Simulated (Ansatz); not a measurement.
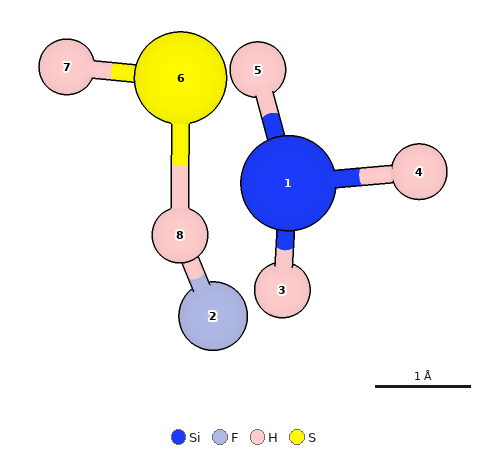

**Figure 1.** The structure as given in the input (ball-and-stick view, seen at a tilt; atoms are numbered from 1 in the order of the input).

SiH5SF: frequency calculation

System: SiH5SF.
Method: RKS PBE-D4/def2-SVP (Ansatz 0.2.0).

It belongs to a series of runs on one base structure; here: vibrations at the highest image of the band. Figures and captions count atoms from 1; the log counts them from 0 in places.

What the program printed:
```
Engine: ansatz 0.2.0, x86_64-unknown-linux-gnu
Functional definition: PBE
  parameter kappa = 0.804
  parameter beta = 0.06672455060314922
  exchange = pbe_x(kappa = kappa, mu = beta*pi^2/3)
  correlation = pbe_c(beta = beta)
839 factors; their error is unknown
mean field evaluation 1: about -21489.7427 eV, gradient 2.7e1 eV
mean field evaluation 2: about -21486.9129 eV, gradient 5.3e1 eV
mean field evaluation 4: about -21491.2389 eV, gradient 2.8e0 eV
mean field evaluation 8: about -21491.2655 eV, gradient 4.0e-2 eV
mean field evaluation 16: about -21491.2047 eV, gradient 2.7e-5 eV
mean field -21491.20467760 eV, -789.7872046400 hartree, gradient 2.7e-5 eV, S^2 0.000000; 0 other end points of the search recorded, 0 dependent functions left out
the calculation of the forces begins
reference -21491.20470746 eV, -789.7872057373 hartree; 22, 22 occupied and 53, 53 virtual orbitals, 839 factors
these checks for a lower state are left out or cut short: stability, starts, cluster_reference, orbital_swaps, neighbouring_geometries, increment
839 factors; their error is unknown
mean field -21491.20461419 eV, -789.7872023099 hartree, gradient 2.5e-6 eV, S^2 0.000000; 0 other end points of the search recorded, 0 dependent functions left out
[... from here on the field's lines of each further geometry are left out, up to the last ...]
the calculation of the forces begins
reference -21491.20466625 eV, -789.7872042230 hartree; 22, 22 occupied and 53, 53 virtual orbitals, 839 factors
these checks for a lower state are left out or cut short: stability, starts, cluster_reference, orbital_swaps, neighbouring_geometries, increment
839 factors; their error is unknown
mean field -21491.20468259 eV, -789.7872048236 hartree, gradient 6.9e-7 eV, S^2 0.000000; 0 other end points of the search recorded, 0 dependent functions left out
the calculation of the forces begins
reference -21491.20471245 eV, -789.7872059208 hartree; 22, 22 occupied and 53, 53 virtual orbitals, 839 factors
WARN: phonons: modes at or below zero, which the zero-point energy, F, S and C_V leave out: 1, the lowest at -497.59 cm⁻¹. A minimum has none, and a first-order saddle one
Total energy: -21491.34691173 eV, -789.7924316480 hartree
Atom 0 at    -0.240773     0.036198    -0.174269 Å, force    -0.002959    -0.014902    -0.008727 eV/Å
Atom 1 at    -0.142714     0.124053     1.810146 Å, force    -0.003413     0.016681     0.005307 eV/Å
Atom 2 at     1.175141    -0.454476     0.002284 Å, force    -0.001589    -0.003519    -0.000563 eV/Å
Atom 3 at    -0.258825     1.488712    -0.533625 Å, force    -0.001717    -0.006105     0.008040 eV/Å
Atom 4 at    -0.703526    -0.807937    -1.340750 Å, force     0.001438     0.010416    -0.000330 eV/Å
Atom 5 at    -2.535650    -0.006326     0.727908 Å, force     0.013944    -0.006687     0.014307 eV/Å
Atom 6 at    -2.599120    -1.366178     0.807679 Å, force    -0.002100     0.003155    -0.007292 eV/Å
Atom 7 at    -1.282332     0.113155     1.801129 Å, force    -0.003605     0.000962    -0.010741 eV/Å
Dipole moment:    -0.110615    -0.180247     0.032141 e Å
Vibrations: -497.59 142.70 324.91 340.08 436.24 515.27 703.30 711.54 851.29 894.09 1029.24 1057.02 1091.60 1438.32 2103.82 2134.42 2208.46 2613.80 cm⁻¹, zero-point energy 1.152811 eV
```

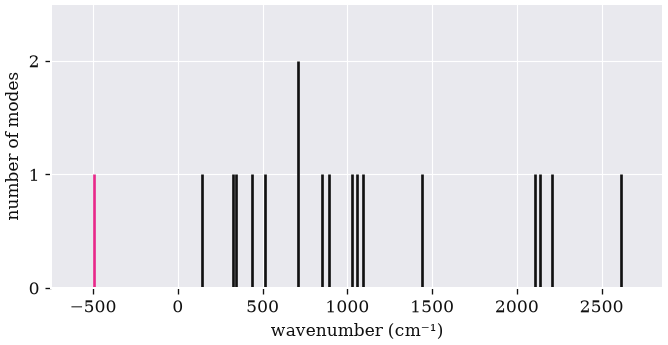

**Figure 2.** Harmonic vibrational wavenumbers from the force constants; neighbouring modes closer than 14 cm⁻¹ are counted in one stick, and imaginary ones are drawn at negative wavenumbers. 18 modes from 498i to 2614 cm⁻¹, 1 imaginary beyond 8i (498i cm⁻¹): a first-order saddle point, if the geometry is stationary.

The run was set up as follows.

The input:
```yaml
crystal:
  periodic: [false, false, false]
  atoms:
    - { symbol: Si, position_ang: [-0.240773, 0.036198, -0.174269] }
    - { symbol: F, position_ang: [-0.142714, 0.124053, 1.810146] }
    - { symbol: H, position_ang: [1.175141, -0.454476, 0.002284] }
    - { symbol: H, position_ang: [-0.258825, 1.488712, -0.533625] }
    - { symbol: H, position_ang: [-0.703526, -0.807937, -1.34075] }
    - { symbol: S, position_ang: [-2.53565, -0.006326, 0.727908] }
    - { symbol: H, position_ang: [-2.59912, -1.366178, 0.807679] }
    - { symbol: H, position_ang: [-1.282332, 0.113155, 1.801129] }
basis:
  gaussian: { orbitals: def2-SVP }
hamiltonian:
  xc: pbe
  dispersion: d4
phonons: {}
```

Launch command:
```bash
ansatz run input.yaml --threads 1 --pin off --max-ram 2048MiB --backend cpu --events-out ev --progress --plain --runs-dir out
```

Summary:

```tsv
quantity	value
outcome	converged
total energy	−21491.3469 eV
mean-field energy	−21491.2047 eV
largest force (length of the vector)	0.021 eV/Å
hardware	1 thread of Intel Xeon @ 2.50GHz (Skylake/Cascade Lake), 32 GiB of memory available, shared host
wall time	93 s
peak memory	0.12 GiB
```
